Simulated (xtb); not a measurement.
Geometry relaxation of CH4Cl2OZr (part 5 of 5)

Continued. System: CH4Cl2OZr. Method: GFN2-xTB (xtb 6.7.1 later snapshot). 

Geometry of the input (Å):
```
C  -1.2627  -0.2227  0.2769
Zr 0.8003  0.2880  -0.3306
O  1.9200  -0.4501  0.7748
Cl 0.8336  -0.5945  -2.6095
Cl 0.6054  2.4964  -0.8086
H  -1.5310  0.1909  1.1987
H  -1.4789  -1.2323  0.3184
H  -1.9316  0.4340  -0.4313
H  2.1379  -0.9111  1.6970
```

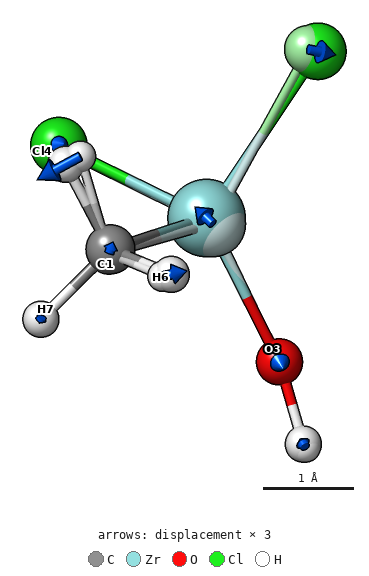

Start (faint) and end (solid) with the displacements as blue arrows, magnified 3 times (ball-and-stick view, seen at a tilt). The two geometries are laid on each other by the best rigid fit. The energy falls by 67.4 kJ/mol in 21 geometry steps. The largest move after the best rigid fit is that of H8, 0.19 Å. Largest moves by element: H 0.19 Å, Cl 0.12 Å, Zr 0.11 Å, O 0.09 Å, C 0.05 Å. Distances before and after: Zr2–Cl4 2.444 → 2.282 Å, Zr2–O3 1.738 → 1.837 Å, O3–H9 1.054 → 0.959 Å, C1–H7 1.033 → 1.103 Å. Among the angles that change: H7–C1–H8 116.8° → 107.9°, Zr2–O3–H9 151.1° → 159.7°, H6–C1–H8 99.5° → 107.9°. (Atoms are counted from 1 in the order of the input.)

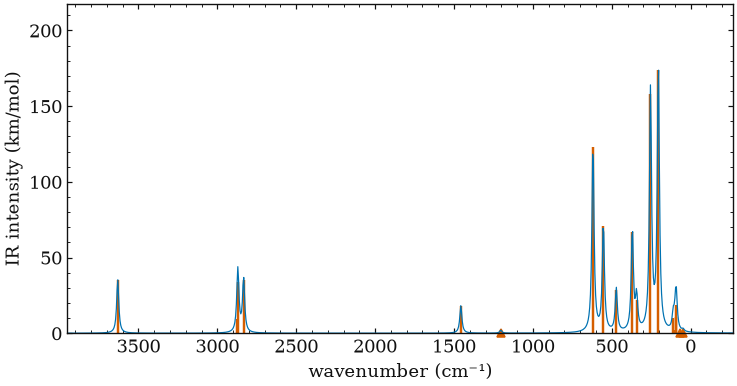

Harmonic infrared spectrum, unscaled: sticks (degenerate modes added up, dark ones marked on the axis) with a Lorentzian envelope of 16 cm⁻¹ full width, scaled to the tallest stick. 21 modes from 48 to 3632 cm⁻¹, none imaginary. The strongest line is at 205 cm⁻¹ (174 km/mol).

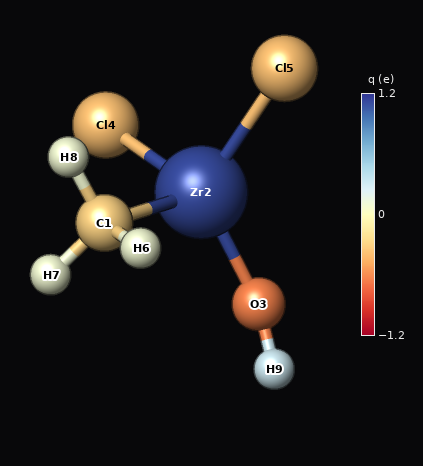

Mulliken charges, as the colour of each atom (ball-and-stick view, seen at a tilt; atoms are numbered from 1 in the order of the input). By element: C −0.30, Zr +1.11, O −0.64, Cl −0.38 and H +0.09 to +0.32 e.

Key numbers:

- outcome: converged
- electrons treated: 32
- total energy: −19.105729 hartree
- dispersion energy: −0.005304 hartree
- basis functions: 42
- HOMO: −10.77 eV
- LUMO: −8.06 eV
- zero-point energy: 0.046022 hartree
- dipole moment: 4.73 D
- wavenumbers, lowest and highest: 48 and 3632 cm⁻¹
- hardware: 1 thread of Arm Neoverse V1, 24 GiB of memory available, shared host
- peak memory: 0.074 GiB

Notes:

Settings chosen away from the usual ones: method = gfn2-xtb; task = optfreq; opt_level = vtight; x = {}; partner = base.
